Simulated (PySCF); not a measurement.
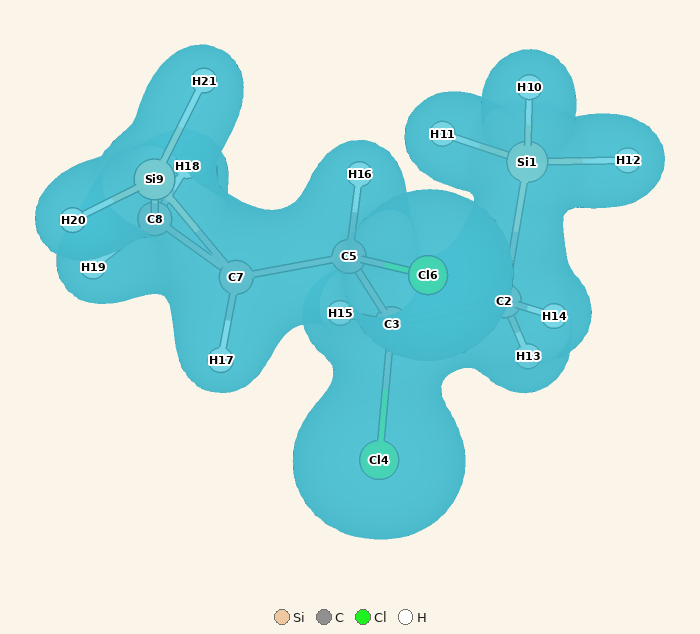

Figure. C₅H₁₂Cl₂Si₂. Isosurface of the total electron density at 0.4 e/Å³ (cyan), seen at a tilt.

Geometry: GFN2-xTB.

Theory: PBE0/pcSseg-1, SCF density, gas phase, non-relativistic (PySCF).

```yaml
atoms:
  - { symbol: Si, position_ang: [2.7394, 1.0621, -0.2353] }
  - { symbol: C, position_ang: [2.1938, -0.7141, 0.1903] }
  - { symbol: C, position_ang: [0.7648, -1.0298, -0.1967] }
  - { symbol: Cl, position_ang: [0.4334, -2.7710, 0.1273] }
  - { symbol: C, position_ang: [-0.2825, -0.1771, 0.5108] }
  - { symbol: Cl, position_ang: [-0.1314, -0.3911, 2.2881] }
  - { symbol: C, position_ang: [-1.6883, -0.4676, 0.0793] }
  - { symbol: C, position_ang: [-2.1767, 0.2577, -1.1868] }
  - { symbol: Si, position_ang: [-3.0873, 0.7673, 0.3813] }
  - { symbol: H, position_ang: [2.1996, 2.0200, 0.7295] }
  - { symbol: H, position_ang: [2.2500, 1.3982, -1.5760] }
  - { symbol: H, position_ang: [4.1996, 1.1008, -0.2072] }
  - { symbol: H, position_ang: [2.8490, -1.4198, -0.3239] }
  - { symbol: H, position_ang: [2.3191, -0.8938, 1.2592] }
  - { symbol: H, position_ang: [0.6198, -0.9093, -1.2748] }
  - { symbol: H, position_ang: [-0.0436, 0.8746, 0.3254] }
  - { symbol: H, position_ang: [-1.9135, -1.5278, 0.1110] }
  - { symbol: H, position_ang: [-1.4625, 0.9325, -1.6402] }
  - { symbol: H, position_ang: [-2.6503, -0.3683, -1.9299] }
  - { symbol: H, position_ang: [-4.4135, 0.2322, 0.6151] }
  - { symbol: H, position_ang: [-2.7278, 2.0412, 0.9738] }
```

How is the density connected at this value?

At this value the surface is in one piece. It bridges the sampled C–C (1.50 Å), C–Cl (1.80 Å), C–Si (1.88 Å) and C–H (1.08 Å) contacts, where the density stays above the isovalue. On the grid the lowest density along these lines, outside the cores, is 1.7 e/Å³ (C–C, 1.50 Å), 1.2 e/Å³ (C–Cl, 1.80 Å), 0.71 e/Å³ (C–Si, 1.88 Å) and 1.9 e/Å³ (C–H, 1.08 Å).
